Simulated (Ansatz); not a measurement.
## A hypothetical structure for Ca3TlP

Starting from a made-up structure for Ca3TlP, the aim is the relaxed cell, its shortest contacts and, where a second run follows, its electronic structure.

Main program and level: Ansatz 0.2.0; DFT, r2SCAN, plane-wave PAW, default files, scalar-relativistic, no spin, cell and ions relaxed at zero pressure, in the first sound run; inputs show where later runs differ.

## 1. The starting structure

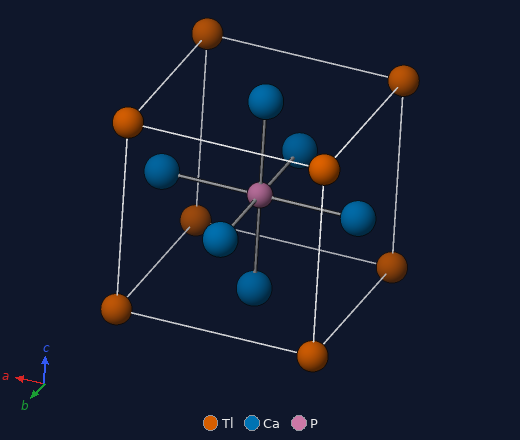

The cell as given, from a free direction (thallium orange, calcium blue, phosphorus pink). Some periodic images of atoms are drawn too.

## 2. Relaxation of the guess

The guess takes its coordinates from another compound and its volume from a rule, so the cell and any free coordinates are relaxed together.

File input.yaml:

```yaml
crystal:
  lattice:
    - [5.072, 0.0, 0.0]
    - [0.0, 5.072, 0.0]
    - [0.0, 0.0, 5.072]
  atoms:
    - { symbol: Tl, position: [0.0, 0.0, 0.0] }
    - { symbol: Ca, position: [0.0, 0.5, 0.5] }
    - { symbol: Ca, position: [0.5, 0.0, 0.5] }
    - { symbol: Ca, position: [0.5, 0.5, 0.0] }
    - { symbol: P, position: [0.5, 0.5, 0.5] }
kpoints:
  mp_grid: { grid: [5, 5, 5] }
scf:
  occupations: { method: fermi_dirac, width: 0.05 }
hamiltonian:
  xc: r2scan
  pseudopotentials: { kind: paw }
relax:
  f_tol: 0.015
  max_steps: 70
  cell: {}
output:
  forces: true
  stress: true
```

The run is started by

```sh
$ ansatz run input.yaml --threads 4 --pin off --max-ram 8192MiB --backend cpu --events-out ev --progress --plain --runs-dir out
```

Numbers of over 12 decimals in the logs are rounded to 6 here.

What it wrote:

```text
Engine: ansatz 0.2.0, aarch64-unknown-linux-gnu
Pseudopotentials: kind: paw
Pseudopotential: Tl, paw, valence charge 13, recommended cutoff 500 eV (meta_gga), Tl.paw.azcp
Pseudopotential: Ca, paw, valence charge 10, recommended cutoff 500 eV (meta_gga), Ca.paw.azcp
Pseudopotential: P, paw, valence charge 5, recommended cutoff 500 eV (meta_gga), P.paw.azcp
Functional definition: r2SCAN
  parameter k0 = 0.174
  parameter k1 = 0.065
  parameter a1 = 4.9479
  exchange = r2scan_x(k0 = k0, k1 = k1, a1 = a1)
  correlation = r2scan_c
Crystal: 5 atoms, lattice volume = 130.478 Å³
Basis set: ecut = 500 eV, 3287 PW (Γ), exchange–correlation on 160×160×160 points (64 copies of the dense FFT grid, shifted against one another)
Bands: 29, of which v1, the nominal top of the filled ones, is band 24 counted from 1 (23 counted from 0)
Symmetry: 48 space group operations
Space group: Pm-3m (ITA 221), of the structure as read, at distance tolerance 5.1e-5 Å
k-points: 10 of 125
Non-local potential: Tl, projectors of the file, l = 0: 2, l = 1: 2, l = 2: 2, l = 3: 1
Non-local potential: Ca, projectors of the file, l = 0: 3, l = 1: 2, l = 2: 2
Non-local potential: P, projectors of the file, l = 0: 2, l = 1: 2, l = 2: 2
PAW form: soft (Blöchl's): semilocal exchange-correlation on the pseudo side does not see the compensation charge
PAW frozen core: Tl, regenerated for the run's functional (the file was generated under x = pbe(κ = 0.804, μ = 0.219515), c = pbe(β = 0.066725))
PAW frozen core: Ca, regenerated for the run's functional (the file was generated under x = pbe(κ = 0.804, μ = 0.219515), c = pbe(β = 0.066725))
PAW frozen core: P, regenerated for the run's functional (the file was generated under x = pbe(κ = 0.804, μ = 0.219515), c = pbe(β = 0.066725))
PAW one-centre angular grid: Tl, 590 points (default); XC on 160 Gauss nodes
PAW one-centre angular grid: Ca, 302 points (default); XC on 160 Gauss nodes
PAW one-centre angular grid: P, 302 points (default); XC on 160 Gauss nodes
Initial density: superposition of atomic densities (neutral atoms: chi_scale 0, normalization atom), corrected by the library's trained network
Initial wavefunctions: pseudopotential atomic-orbital guess
Functional: x = r2scan, c = r2scan; τ floored in thin density (d = 2e-4 eV/Å³)
SCF iter   1: F=—  HF=-17685.246015 eV  |F-HF|=—  |Δ(HF+E_count)|=         —  Δρ=7.29e-3  dr2=1.21e-1  dr2_τ=4.63e-2  ethr=1.77e-3  ⟨swp⟩=10.0  Hψ=1524  notcnv=0
preconditioner: auto → Kerker (q_TF=auto, 2.309 Å⁻¹)  [metal: Δε(μ)=0.057 eV  Ē_g=9.269 eV  σ=0.050 eV  W_gap=0.27  n_scr=26 (ndim 8)  ℏωp=15.9 eV  f_vac=0.000  D(μ)=6.07/eV (n_scr^D=56)]
SCF iter   2: F=—  HF=-17685.434059 eV  |F-HF|=—  |Δ(HF+E_count)|=   1.88e-1  Δρ=4.01e-3  dr2=4.86e-2  dr2_τ=8.40e-4  ethr=2.53e-4  ⟨swp⟩=3.6  Hψ=675  notcnv=0
SCF iter   3: F=—  HF=-17685.425124 eV  |F-HF|=—  |Δ(HF+E_count)|=   8.93e-3  Δρ=1.17e-3  dr2=7.26e-3  dr2_τ=2.27e-4  ethr=1.01e-4  ⟨swp⟩=3.5  Hψ=552  notcnv=0
SCF iter   4: F=—  HF=-17685.423706 eV  |F-HF|=—  |Δ(HF+E_count)|=   1.42e-3  Δρ=3.72e-4  dr2=6.55e-4  dr2_τ=1.57e-5  ethr=1.51e-5  ⟨swp⟩=2.0  Hψ=353  notcnv=0
SCF iter   5: F=—  HF=-17685.423560 eV  |F-HF|=—  |Δ(HF+E_count)|=   1.46e-4  Δρ=1.06e-4  dr2=3.47e-5  dr2_τ=1.21e-6  ethr=1.36e-6  ⟨swp⟩=2.3  Hψ=357  notcnv=0
SCF iter   6: F=—  HF=-17685.423553 eV  |F-HF|=—  |Δ(HF+E_count)|=   6.95e-6  Δρ=3.79e-5  dr2=3.54e-6  dr2_τ=7.65e-8  ethr=7.23e-8  ⟨swp⟩=2.1  Hψ=372  notcnv=0
SCF iter   7: F=—  HF=-17685.423554 eV  |F-HF|=—  |Δ(HF+E_count)|=   4.08e-7  Δρ=9.35e-6  dr2=1.54e-7  dr2_τ=1.53e-8  ethr=7.37e-9  ⟨swp⟩=3.0  Hψ=545  notcnv=0
SCF iter   8: F=-17685.423554 eV  HF=-17685.423554 eV  |F-HF|=1.35e-8  |Δ(HF+E_count)|=   1.13e-7  Δρ=3.34e-6  dr2=1.77e-8  dr2_τ=6.28e-10  ethr=2.08e-10  ⟨swp⟩=5.0  Hψ=926  notcnv=0
SCF 1 converged in 8 iterations: F = -17685.423554 eV  dr2 = 1.77e-8
  greatest PAW one-centre occupation: 0.995 electrons in one spin orbital (limit 2), on the Ca atom at site 3 (counted from 0), in its partial waves of l = 0
relax step   1: F+E_penalty+E_count = -17685.42355397 eV  Δ(F+E_penalty+E_count) = +0.000e0 eV  max|allowed force component| = 3.460e-29 eV/Å  Δτ_max = 0.0000 Å  P = +12.293 GPa  Ω = 130.478 Å³  (8 SCF iters, dr2 threshold 1.00e-7 eV, accepted)
Crystal: 5 atoms, lattice volume = 150.506 Å³
Basis set: ecut = 500 eV, 3887 PW (Γ), exchange–correlation on 160×160×160 points (64 copies of the dense FFT grid, shifted against one another)
Initial density: handed on by an earlier stage of this run
Initial wavefunctions: those handed on with the density
iter 1 solved again at ethr=5.29e-4 eV; its pass at ethr=3.10e-3 eV (dr2=2.54e-1 eV) is discarded
SCF iter   1: F=—  HF=-17685.223204 eV  |F-HF|=—  |Δ(HF+E_count)|=         —  Δρ=7.06e-3  dr2=2.56e-1  dr2_τ=6.42e-1  ethr=5.29e-4  ⟨swp⟩=1.6  Hψ=1869  notcnv=0
preconditioner: auto → Kerker (q_TF=auto, 2.255 Å⁻¹)  [metal: Δε(μ)=0.063 eV  Ē_g=9.003 eV  σ=0.050 eV  W_gap=0.30  n_scr=26 (ndim 8)  ℏωp=14.8 eV  f_vac=0.000  D(μ)=5.90/eV (n_scr^D=56)]
SCF iter   2: F=—  HF=-17686.401293 eV  |F-HF|=—  |Δ(HF+E_count)|=    1.18e0  Δρ=4.91e-3  dr2=1.75e-1  dr2_τ=1.15e-3  ethr=5.29e-4  ⟨swp⟩=2.6  Hψ=593  notcnv=0
SCF iter   3: F=—  HF=-17686.350872 eV  |F-HF|=—  |Δ(HF+E_count)|=   5.04e-2  Δρ=2.09e-3  dr2=2.10e-2  dr2_τ=1.78e-3  ethr=3.64e-4  ⟨swp⟩=2.9  Hψ=486  notcnv=0
SCF iter   4: F=—  HF=-17686.347379 eV  |F-HF|=—  |Δ(HF+E_count)|=   3.49e-3  Δρ=1.06e-3  dr2=2.59e-3  dr2_τ=1.09e-4  ethr=4.37e-5  ⟨swp⟩=2.0  Hψ=398  notcnv=0
SCF iter   5: F=—  HF=-17686.347699 eV  |F-HF|=—  |Δ(HF+E_count)|=   3.20e-4  Δρ=3.27e-4  dr2=2.64e-4  dr2_τ=3.89e-6  ethr=5.40e-6  ⟨swp⟩=2.0  Hψ=351  notcnv=0
SCF iter   6: F=—  HF=-17686.347778 eV  |F-HF|=—  |Δ(HF+E_count)|=   7.89e-5  Δρ=8.82e-5  dr2=1.57e-5  dr2_τ=1.38e-6  ethr=5.50e-7  ⟨swp⟩=2.7  Hψ=501  notcnv=0
SCF iter   7: F=—  HF=-17686.347780 eV  |F-HF|=—  |Δ(HF+E_count)|=   1.80e-6  Δρ=2.57e-5  dr2=1.32e-6  dr2_τ=1.35e-7  ethr=3.28e-8  ⟨swp⟩=2.0  Hψ=409  notcnv=0
SCF iter   8: F=-17686.347781 eV  HF=-17686.347781 eV  |F-HF|=8.90e-8  |Δ(HF+E_count)|=   1.19e-6  Δρ=1.27e-5  dr2=3.82e-7  dr2_τ=1.61e-8  ethr=1.04e-9  ⟨swp⟩=5.0  Hψ=1061  notcnv=0
SCF 2 converged in 8 iterations: F = -17686.347781 eV  dr2 = 3.82e-7
  greatest PAW one-centre occupation: 0.995 electrons in one spin orbital (limit 2), on the Ca atom at site 1 (counted from 0), in its partial waves of l = 0
relax step   2: F+E_penalty+E_count = -17686.34778080 eV  Δ(F+E_penalty+E_count) = -9.242e-1 eV  max|allowed force component| = 2.590e-30 eV/Å  Δτ_max = 0.0000 Å  P = +3.463 GPa  Ω = 150.506 Å³  energy of the carried Pulay correction = -2.383e-3 eV  (8 SCF iters, dr2 threshold 5.00e-7 eV, accepted)
Crystal: 5 atoms, lattice volume = 160.128 Å³
Basis set: ecut = 500 eV, 4067 PW (Γ), exchange–correlation on 160×160×160 points (64 copies of the dense FFT grid, shifted against one another)
iter 1 solved again at ethr=7.74e-5 eV; its pass at ethr=3.10e-3 eV (dr2=3.71e-2 eV) is discarded
SCF iter   1: F=—  HF=-17686.239601 eV  |F-HF|=—  |Δ(HF+E_count)|=         —  Δρ=2.53e-3  dr2=3.68e-2  dr2_τ=1.14e-1  ethr=7.74e-5  ⟨swp⟩=1.9  Hψ=1691  notcnv=0
preconditioner: auto → Kerker (q_TF=auto, 2.232 Å⁻¹)  [metal: Δε(μ)=0.062 eV  Ē_g=8.810 eV  σ=0.050 eV  W_gap=0.30  n_scr=26 (ndim 8)  ℏωp=14.4 eV  f_vac=0.000  D(μ)=6.27/eV (n_scr^D=56)]
SCF iter   2: F=—  HF=-17686.479341 eV  |F-HF|=—  |Δ(HF+E_count)|=   2.40e-1  Δρ=1.80e-3  dr2=2.50e-2  dr2_τ=1.42e-4  ethr=7.66e-5  ⟨swp⟩=2.0  Hψ=580  notcnv=0
SCF iter   3: F=—  HF=-17686.471941 eV  |F-HF|=—  |Δ(HF+E_count)|=   7.40e-3  Δρ=8.31e-4  dr2=2.30e-3  dr2_τ=3.55e-4  ethr=5.22e-5  ⟨swp⟩=2.2  Hψ=399  notcnv=0
SCF iter   4: F=—  HF=-17686.471884 eV  |F-HF|=—  |Δ(HF+E_count)|=   5.67e-5  Δρ=4.77e-4  dr2=4.39e-4  dr2_τ=2.57e-5  ethr=4.80e-6  ⟨swp⟩=2.2  Hψ=424  notcnv=0
SCF iter   5: F=—  HF=-17686.471964 eV  |F-HF|=—  |Δ(HF+E_count)|=   7.94e-5  Δρ=1.31e-4  dr2=5.13e-5  dr2_τ=8.52e-7  ethr=9.15e-7  ⟨swp⟩=2.0  Hψ=355  notcnv=0
SCF iter   6: F=—  HF=-17686.471978 eV  |F-HF|=—  |Δ(HF+E_count)|=   1.42e-5  Δρ=3.19e-5  dr2=2.22e-6  dr2_τ=2.35e-7  ethr=1.07e-7  ⟨swp⟩=3.0  Hψ=515  notcnv=0
SCF iter   7: F=-17686.471979 eV  HF=-17686.471979 eV  |F-HF|=1.23e-7  |Δ(HF+E_count)|=   6.70e-7  Δρ=1.05e-5  dr2=2.18e-7  dr2_τ=2.47e-8  ethr=1.04e-9  ⟨swp⟩=5.2  Hψ=1081  notcnv=0
SCF 3 converged in 7 iterations: F = -17686.471979 eV  dr2 = 2.18e-7
relax step   3: F+E_penalty+E_count = -17686.47197868 eV  Δ(F+E_penalty+E_count) = -1.242e-1 eV  max|allowed force component| = 1.956e-29 eV/Å  Δτ_max = 0.0000 Å  P = +0.837 GPa  Ω = 160.128 Å³  energy of the carried Pulay correction = -3.412e-3 eV  (7 SCF iters, dr2 threshold 5.00e-7 eV, accepted)
Crystal: 5 atoms, lattice volume = 163.459 Å³
Basis set: ecut = 500 eV, 4139 PW (Γ), exchange–correlation on 160×160×160 points (64 copies of the dense FFT grid, shifted against one another)
iter 1 solved again at ethr=7.57e-6 eV; its pass at ethr=3.10e-3 eV (dr2=3.63e-3 eV) is discarded
SCF iter   1: F=—  HF=-17686.455222 eV  |F-HF|=—  |Δ(HF+E_count)|=         —  Δρ=7.76e-4  dr2=3.70e-3  dr2_τ=1.23e-2  ethr=7.57e-6  ⟨swp⟩=2.0  Hψ=1652  notcnv=0
preconditioner: auto → Kerker (q_TF=auto, 2.224 Å⁻¹)  [metal: Δε(μ)=0.060 eV  Ē_g=8.737 eV  σ=0.050 eV  W_gap=0.29  n_scr=26 (ndim 8)  ℏωp=14.2 eV  f_vac=0.000  D(μ)=6.41/eV (n_scr^D=56)]
SCF iter   2: F=—  HF=-17686.481899 eV  |F-HF|=—  |Δ(HF+E_count)|=   2.67e-2  Δρ=5.56e-4  dr2=2.43e-3  dr2_τ=1.32e-5  ethr=7.57e-6  ⟨swp⟩=2.0  Hψ=580  notcnv=0
SCF iter   3: F=—  HF=-17686.481184 eV  |F-HF|=—  |Δ(HF+E_count)|=   7.15e-4  Δρ=2.53e-4  dr2=1.94e-4  dr2_τ=3.38e-5  ethr=5.06e-6  ⟨swp⟩=2.0  Hψ=351  notcnv=0
SCF iter   4: F=—  HF=-17686.481196 eV  |F-HF|=—  |Δ(HF+E_count)|=   1.15e-5  Δρ=1.49e-4  dr2=4.43e-5  dr2_τ=2.79e-6  ethr=4.04e-7  ⟨swp⟩=2.3  Hψ=347  notcnv=0
SCF iter   5: F=—  HF=-17686.481205 eV  |F-HF|=—  |Δ(HF+E_count)|=   9.22e-6  Δρ=4.28e-5  dr2=5.81e-6  dr2_τ=1.51e-7  ethr=9.22e-8  ⟨swp⟩=2.1  Hψ=370  notcnv=0
SCF iter   6: F=-17686.481206 eV  HF=-17686.481206 eV  |F-HF|=1.80e-8  |Δ(HF+E_count)|=   1.40e-6  Δρ=1.14e-5  dr2=3.11e-7  dr2_τ=5.08e-8  ethr=1.04e-9  ⟨swp⟩=4.0  Hψ=1223  notcnv=0
SCF 4 converged in 6 iterations: F = -17686.481206 eV  dr2 = 3.11e-7
relax step   4: F+E_penalty+E_count = -17686.48120620 eV  Δ(F+E_penalty+E_count) = -9.228e-3 eV  max|allowed force component| = 9.111e-30 eV/Å  Δτ_max = 0.0000 Å  P = +0.096 GPa  Ω = 163.459 Å³  energy of the carried Pulay correction = -3.753e-3 eV  (6 SCF iters, dr2 threshold 5.00e-7 eV, accepted)
Crystal: 5 atoms, lattice volume = 163.902 Å³
iter 1 solved again at ethr=1.48e-7 eV; its pass at ethr=3.10e-3 eV (dr2=7.10e-5 eV) is discarded
SCF iter   1: F=—  HF=-17686.480845 eV  |F-HF|=—  |Δ(HF+E_count)|=         —  Δρ=9.91e-5  dr2=6.53e-5  dr2_τ=2.12e-4  ethr=1.48e-7  ⟨swp⟩=2.0  Hψ=1609  notcnv=0
preconditioner: auto → Kerker (q_TF=auto, 2.223 Å⁻¹)  [metal: Δε(μ)=0.060 eV  Ē_g=8.716 eV  σ=0.050 eV  W_gap=0.28  n_scr=26 (ndim 8)  ℏωp=14.2 eV  f_vac=0.000  D(μ)=6.45/eV (n_scr^D=56)]
SCF iter   2: F=—  HF=-17686.481303 eV  |F-HF|=—  |Δ(HF+E_count)|=   4.58e-4  Δρ=7.25e-5  dr2=4.20e-5  dr2_τ=2.24e-7  ethr=1.36e-7  ⟨swp⟩=2.0  Hψ=529  notcnv=0
SCF iter   3: F=—  HF=-17686.481292 eV  |F-HF|=—  |Δ(HF+E_count)|=   1.15e-5  Δρ=3.31e-5  dr2=3.44e-6  dr2_τ=5.54e-7  ethr=8.74e-8  ⟨swp⟩=2.0  Hψ=352  notcnv=0
SCF iter   4: F=—  HF=-17686.481298 eV  |F-HF|=—  |Δ(HF+E_count)|=   6.21e-6  Δρ=2.02e-5  dr2=8.54e-7  dr2_τ=5.26e-8  ethr=7.17e-9  ⟨swp⟩=2.2  Hψ=343  notcnv=0
SCF iter   5: F=—  HF=-17686.481298 eV  |F-HF|=—  |Δ(HF+E_count)|=   1.79e-7  Δρ=6.01e-6  dr2=1.14e-7  dr2_τ=3.36e-9  ethr=1.78e-9  ⟨swp⟩=2.4  Hψ=423  notcnv=0
SCF iter   6: F=-17686.481298 eV  HF=-17686.481298 eV  |F-HF|=1.23e-9  |Δ(HF+E_count)|=   2.68e-8  Δρ=1.56e-6  dr2=5.73e-9  dr2_τ=9.11e-10  ethr=4.83e-11  ⟨swp⟩=3.2  Hψ=1190  notcnv=0
SCF 5 converged in 6 iterations: F = -17686.481298 eV  dr2 = 5.73e-9
  greatest PAW one-centre occupation: 0.995 electrons in one spin orbital (limit 2), on the Ca atom at site 2 (counted from 0), in its partial waves of l = 0
relax step   5: F+E_penalty+E_count = -17686.48129843 eV  Δ(F+E_penalty+E_count) = -9.223e-5 eV  max|allowed force component| = 2.519e-29 eV/Å  Δτ_max = 0.0000 Å  P = +0.003 GPa  Ω = 163.902 Å³  energy of the carried Pulay correction = -3.798e-3 eV  (6 SCF iters, dr2 threshold 2.32e-8 eV, accepted)
Initial wavefunctions: pseudopotential atomic-orbital guess (no wavefunctions were taken with the density)
iter 1 solved again at ethr=1.78e-7 eV; its pass at ethr=3.10e-3 eV (dr2=8.55e-5 eV) is discarded
SCF iter   1: F=—  HF=-17686.485921 eV  |F-HF|=—  |Δ(HF+E_count)|=         —  Δρ=3.43e-4  dr2=1.68e-5  dr2_τ=7.58e-5  ethr=1.78e-7  ⟨swp⟩=5.1  Hψ=2609  notcnv=0
preconditioner: auto → Kerker (q_TF=auto, 2.223 Å⁻¹)  [metal: Δε(μ)=0.060 eV  Ē_g=8.713 eV  σ=0.050 eV  W_gap=0.28  n_scr=26 (ndim 8)  ℏωp=14.2 eV  f_vac=0.000  D(μ)=6.46/eV (n_scr^D=56)]
SCF iter   2: F=—  HF=-17686.485968 eV  |F-HF|=—  |Δ(HF+E_count)|=   4.71e-5  Δρ=1.82e-4  dr2=4.63e-6  dr2_τ=5.27e-6  ethr=3.50e-8  ⟨swp⟩=2.8  Hψ=510  notcnv=0
SCF iter   3: F=—  HF=-17686.485983 eV  |F-HF|=—  |Δ(HF+E_count)|=   1.49e-5  Δρ=4.47e-6  dr2=1.35e-8  dr2_τ=8.32e-9  ethr=9.66e-9  ⟨swp⟩=3.0  Hψ=560  notcnv=0
SCF iter   4: F=—  HF=-17686.485983 eV  |F-HF|=—  |Δ(HF+E_count)|=   3.78e-8  Δρ=6.92e-7  dr2=9.81e-10  dr2_τ=1.62e-10  ethr=2.81e-11  ⟨swp⟩=3.0  Hψ=591  notcnv=0
SCF iter   5: F=—  HF=-17686.485983 eV  |F-HF|=—  |Δ(HF+E_count)|=   1.20e-9  Δρ=2.86e-7  dr2=2.51e-10  dr2_τ=7.32e-12  ethr=2.04e-12  ⟨swp⟩=2.1  Hψ=371  notcnv=0
SCF iter   6: F=-17686.485983 eV  HF=-17686.485983 eV  |F-HF|=3.64e-12  |Δ(HF+E_count)|=  2.15e-10  Δρ=1.01e-7  dr2=3.46e-11  dr2_τ=9.42e-13  ethr=1.00e-12  ⟨swp⟩=3.6  Hψ=1160  notcnv=0
SCF 6 converged in 6 iterations: F = -17686.485983 eV  dr2 = 3.46e-11
relax step   6: F+E_penalty+E_count = -17686.48598307 eV  Δ(F+E_penalty+E_count) = -4.685e-3 eV  max|allowed force component| = 3.965e-29 eV/Å  Δτ_max = 0.0000 Å  P = +0.010 GPa  Ω = 163.902 Å³  stress off target by 1.03e-2 GPa  SCF on the basis re-selected at this cell (its energy is not comparable with the rows above)  (6 SCF iters)
basis re-selected at this cell: Δ(F+E_penalty+E_count) = -4.685e-3 eV, ΔP = +0.007 GPa vs the last step (what re-selecting the basis moved, of the pressure what is left beyond the Pulay correction that the steps carried, after the strain that the cell walked since its last selection, with what the two solves' SCF thresholds leave and, on support functions, any second-order correction that the steps lacked; it is no m [...]
SCF converged after 6 iterations
Free energy (F): -17686.485983 eV
Harris-Foulkes:  -17686.485983 eV  (|F-HF|=3.64e-12)
Internal energy: -17686.437812 eV  (E = F + TS)
E sigma→0 (E₀):  -17686.461898 eV
Entropy (-TS):   -0.048171 eV (-9.634 meV/atom)
Fermi energy:    6.112673 eV
--- Per-component energies (eV) ---
  E_band       = -546.282216
  E_kinetic    = 1237.254053
  E_local      = -3584.672958  (includes V_loc(G=0)·N_el)
  E_nonlocal   = 539.995388
  E_hartree    = 1242.801273
  E_xc         = -684.474354
  E_vxc        = -800.520571  (∫ρ·V_xc dr)
  E_paw        = -13361.026640  (= ΣΔE_a)
  E_vpaw       = -474.364078  (= ΣTr[D̂ρ^β])
  E_aug_tail   = 0.000006  (compensation charges beyond the density's cutoff)
  E_vtau       = 50.423293  (kinetic-family band-sum trace: ∫τ·v_τ [+ j·A + Jᵃ·Aᵃ] dr)
  E_ewald      = -3076.601502
  E_core_change = 0.286923  (= ΣΔE_core)
  E_smearing   = -0.048171  (= −TS)
  E_closure    = 0.000000  (closes the sum)
  Σ components = -17686.485983   (vs F -17686.485983, Δ=0.00e0)
--- Forces (eV/Å), atoms counted from 1 ---
  atom   1  Tl    -0.00000000    -0.00000000    -0.00000000
  atom   2  Ca    -0.00000000     0.00000000     0.00000000
  atom   3  Ca     0.00000000     0.00000000     0.00000000
  atom   4  Ca     0.00000000    -0.00000000    -0.00000000
  atom   5  P      0.00000000    -0.00000000    -0.00000000
  max |Σ_I F_I| component: 6.70e-29 eV/Å
--- Stress (GPa, compression-positive) ---
        0.010281       0.000000       0.000000
        0.000000       0.010281       0.000000
        0.000000       0.000000       0.010281
  P = ⅓ Tr σ = 0.0103 GPa (0.103 kbar)
--- Relaxed structure (5 steps of the walk, 5 accepted, 1 SCFs on fresh bases) ---
  F+E_penalty+E_count = -17686.48598307 eV   max|allowed force component| = 3.965e-29 eV/Å   (the final SCF, on the basis selected at the relaxed cell)
  cell:  # Å, volume = 163.9019 Å³
    - [5.472612, 0, 0]
    - [0, 5.472612, 0.0]
    - [0, 0, 5.472612]
  atoms:
    - { symbol: Tl, position: [0, 0, 0] }
    - { symbol: Ca, position: [0, 0.500000, 0.5] }
    - { symbol: Ca, position: [0.500000, 0, 0.5] }
    - { symbol: Ca, position: [0.500000, 0.500000, 0] }
    - { symbol: P, position: [0.500000, 0.500000, 0.5] }
```

Run time: 9 s. Hardware: 4 threads of Arm Neoverse V2, shared host; peak memory 0.74 GiB; 33 s of CPU time.

Step by step:

```csv
step,energy less that of the first step (eV),largest force component (eV/Å),pressure (GPa),volume (Å³)
1,0.0000,0.0000,12.29,130.48
2,-0.9242,0.0000,3.46,150.51
3,-1.0484,0.0000,0.84,160.13
4,-1.0577,0.0000,0.10,163.46
5,-1.0577,0.0000,0.00,163.90
6*,-1.0624,0.0000,0.01,163.90
```

Relaxation steps marked * repeat the geometry before them on a plane-wave basis chosen anew for their cell, so energy and pressure can jump there.

The run keeps the 48 symmetry operations that it works with, so distortions that break them were not tested.

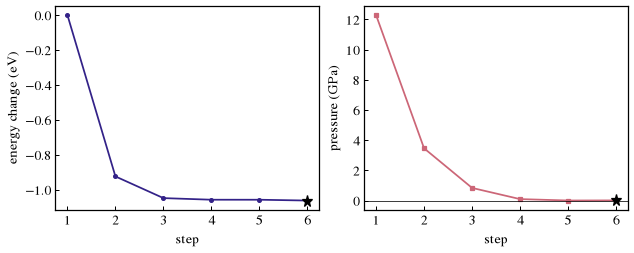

Energy and pressure along the relaxation. Stars mark steps on a basis chosen anew.

```csv
"conventional cell, symmetrised",before,after,change
a (Å),5.072,5.473,+7.9 %
b (Å),5.072,5.473,+7.9 %
c (Å),5.072,5.473,+7.9 %
volume (Å³/atom),26.10,32.78,+25.6 %
```

Final coordinates:

```cif
data_structure
_symmetry_space_group_name_H-M 'P 1'
_symmetry_Int_Tables_number 1
_cell_length_a 5.4726
_cell_length_b 5.4726
_cell_length_c 5.4726
_cell_angle_alpha 90.000
_cell_angle_beta 90.000
_cell_angle_gamma 90.000
_cell_volume 163.90
loop_
_atom_site_label
_atom_site_type_symbol
_atom_site_fract_x
_atom_site_fract_y
_atom_site_fract_z
_atom_site_occupancy
Tl1 Tl 0.00000 0.00000 0.00000 1
Ca2 Ca 0.00000 0.50000 0.50000 1
Ca3 Ca 0.50000 0.00000 0.50000 1
Ca4 Ca 0.50000 0.50000 0.00000 1
P5 P 0.50000 0.50000 0.50000 1
```

Numbers from this step:

- free energy: -17686.4860 eV
- energy at zero smearing: -17686.4619 eV
- smearing term TS: 0.04817 eV
- Fermi energy: 6.113 eV
- electrons: 48
- symmetry operations: 48
- pressure: 0.01028 GPa

Shortest distances by pair of elements, guess and relaxed (not always the same contact):

```csv
pair,guess (Å),relaxed (Å)
Ca–P,2.536,2.736
Ca–Tl,3.586,3.870
Ca–Ca,3.586,3.870
P–Tl,4.392,4.739
Tl–Tl,5.072,5.473
```

The relaxation ends with a pressure of 0.01 GPa.

(Part 1 of 2 ends here.)

[Logs are printed without paths, hosts, clocks, repeated set-up lines and the standing remarks that a program may print on its own settings, such as how far it seeks lower states.]

[Hosts, paths, dates, database ids (printed as entryN), source tags and the programs' standing remarks are cut or masked in the printed files.]
